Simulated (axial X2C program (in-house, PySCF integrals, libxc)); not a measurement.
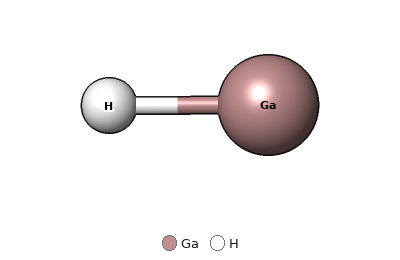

**Figure 1.** The molecule at the reference distance of 1.675 Å.

# Relativistic diatomic calculation for GaH

- system: GaH. The reference is closed-shell GaH; the roots are vertical excitation energies. The distance is the PBE0 minimum at charge 0.
- method: EOM-EE-CCSD, two-component X2C with atomic mean-field Coulomb and Gaunt terms, Ga dyall-acv3z, H dyall-av3z (cores contracted) (axial X2C program (in-house, PySCF integrals, libxc))

**The input**
```
{"zs": [31, 1], "q": 0, "bas": ["dyall-acv3z", "dyall-av3z"], "r0": 1.56, "eom": "ee", "thr": -2.0, "nmax": 88}
```

The line is the task of a batch: nuclear charges, charge, bases, a first guess of the distance and further settings. This report covers the levels named above. The log is that of the reference distance 1.675 Å.

Hardware: 1 thread of Arm Neoverse N1, 60 GiB of memory available, shared host.

The run was one of a batch that the task file lists, launched with:
```bash
python <driver script> task.json out
```

**Log**
```
two-component X2C + atomic mean field  HF
basis functions 150  fitting functions 830  grid points 5074
iter        total energy     max residual
   1      -1942.182240977     1.67e-01
   2      -1942.202565754     1.07e-02
   3      -1942.203342093     9.30e-03
   4      -1942.203877359     8.52e-04
   5      -1942.203907140     2.74e-04
   6      -1942.203910060     4.83e-05
   7      -1942.203910213     1.26e-05
   8      -1942.203910232     4.13e-06
   9      -1942.203910234     2.68e-06
  10      -1942.203910235     1.04e-06
converged
one-electron -2727.78261277  Coulomb 851.28461112  exact exchange -74.85526652  xc functional 0.00000000  nuclear repulsion 9.79372749  atomic mean-field constant -0.64436955
correlated 14  virtual 242  natural virtual 88  E(MP2) -0.559121264  MP2 remainder -0.101820961
iter   CCSD correlation   residual
   1     -0.421865111   1.35e-01
   2     -0.437014759   5.38e-02
   3     -0.438315750   2.33e-02
   4     -0.437958651   5.89e-03
   5     -0.438105434   1.73e-03
   6     -0.438100153   3.85e-04
   7     -0.438094329   1.60e-04
   8     -0.438095252   7.35e-05
   9     -0.438094386   4.46e-05
  10     -0.438094936   2.50e-05
  11     -0.438094640   1.35e-05
  12     -0.438094608   5.30e-06
  13     -0.438094602   2.14e-06
(T) -0.007242984824582767  T1 0.0200  D1 0.0415  max T2 0.033
EOM-EE-CCSD roots
2*Omega      energy/Eh   energy/eV  one-particle weight
    0       0.07991001      2.1745      0.965
    0       0.07993546      2.1752      0.965
    0       0.19518580      5.3113      0.961
    0       0.20794005      5.6583      0.948
    0       0.21381604      5.8182      0.955
    2       0.08117860      2.2090      0.965
    2       0.11411812      3.1053      0.938
    2       0.19518893      5.3114      0.961
    2       0.21381781      5.8183      0.955
    4       0.08253503      2.2459      0.965
    4       0.23870033      6.4954      0.943
    4       0.24852029      6.7626      0.932
    6       0.26400410      7.1839      0.948
```

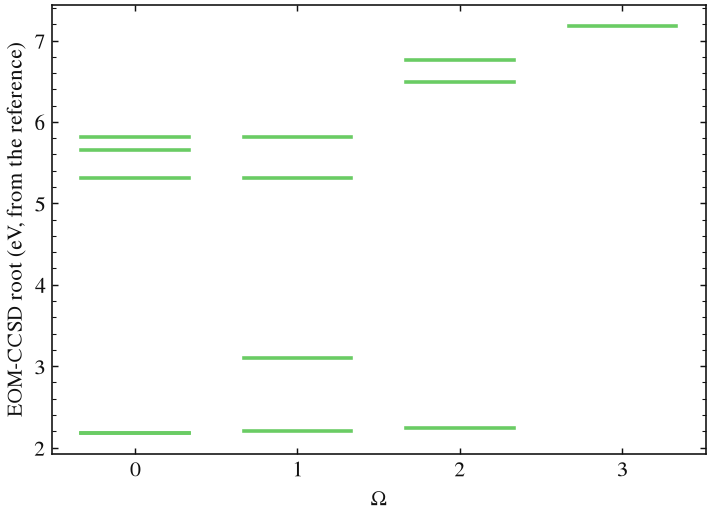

**Figure 2.** EOM-CCSD roots by Ω at 1.68 Å. The lowest has Ω = 0 and lies at 2.174 eV, with one-particle weight 0.97.

**Results in brief**

- outcome: converged
- HF energy of the reference GaH: −1942.20391 hartree
- MP2 energy of the reference GaH: −1942.76303 hartree
- CCSD energy of the reference GaH (with the MP2 share of the virtual spinors left out of the coupled-cluster step): −1942.74383 hartree
- CCSD(T) energy of the reference GaH: −1942.75107 hartree
- T1 diagnostic (spinor form; for a closed shell √2 times the usual value): 0.020
- wall time: 74 s
- peak memory: 0.82 GiB
